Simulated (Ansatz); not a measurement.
**CF$_{3}$S (doublet): density, localisation and related maps**

Input

```
crystal:
  periodic: [false, false, false]
  atoms:
    - {symbol: F, position_ang: [0.247955, 0.105030, 1.332099]}
    - {symbol: C, position_ang: [0.016877, -0.077139, 0.034207]}
    - {symbol: F, position_ang: [-1.219013, -0.558292, -0.109239]}
    - {symbol: F, position_ang: [0.877614, -0.998795, -0.390974]}
    - {symbol: S, position_ang: [0.126368, 1.455496, -0.907491]}
basis:
  gaussian: {orbitals: def2-TZVPP}
magnetization: {spin_polarized: true, initial_magnetization: 1}
hamiltonian: {xc: pbe0, dispersion: d4}
output: {orbitals: {seedname: orbitals}}
```

Command:

```sh
ansatz run in.yaml --threads 2 --pin off --events-out ev --progress --plain --max-ram 22528MiB --backend cpu
```

Geometry: PBE0-D4/def2-TZVP.

Method: UKS PBE0-D4/def2-TZVPP in Ansatz.

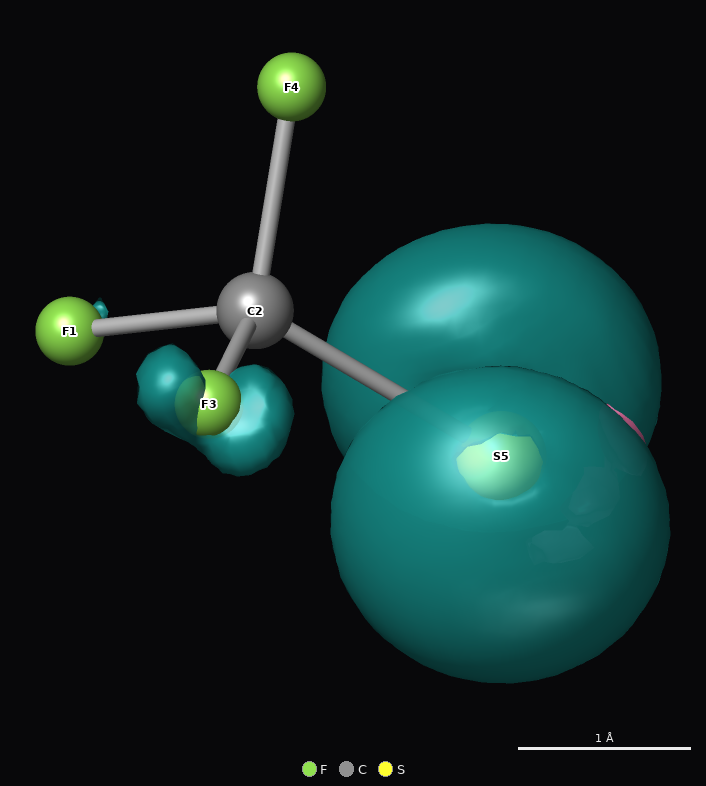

Figure 1. Isosurfaces of the spin density (α minus β) at +0.04 (teal) and −0.04 e/Å³ (pink), seen at an oblique angle.

Which atoms carry the spin?

The unpaired spin (1 electron) lies mostly on S5 (about 0.9), in electrons by Hirshfeld's partition.

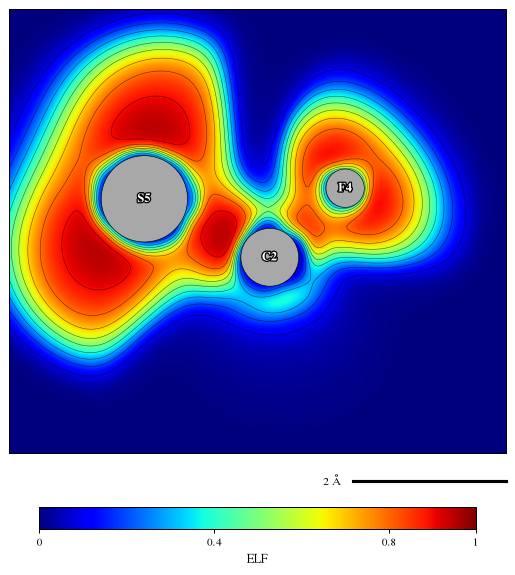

Figure 2. Electron localisation function on the plane of atoms F4, C2 and S5. Grey discs cover the atomic cores.

What do the fields say about this system?

The section cuts through C, F and S sites.
C–F (1.33 Å): the ELF peaks at about 0.85 between the atoms (a shared but strongly polarised pair).
C–S (1.80 Å): the ELF peaks at about 0.95 between the atoms; localised, covalent bonding.
The ELF also peaks beside S5 and F4, away from the bonds: non-bonding electrons, paired or unpaired.

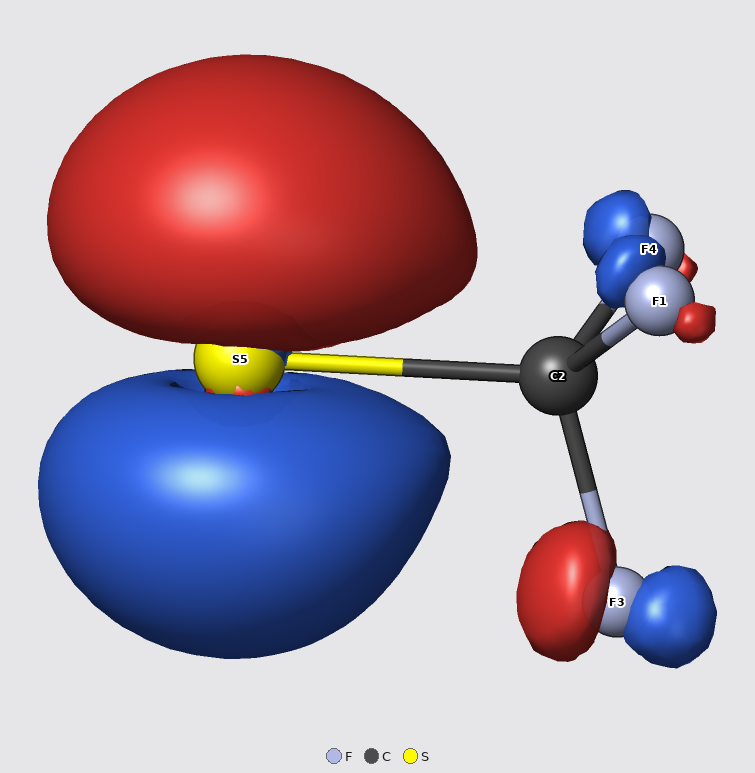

Figure 3. The LUMO (β) at ±0.15 Å⁻³ᐟ² (blue and red are the two phases), seen across its widest extent.

Describe this orbital and give its energy.

It lies mainly on S5 (about 90 %). Its energy is −5.13 eV.
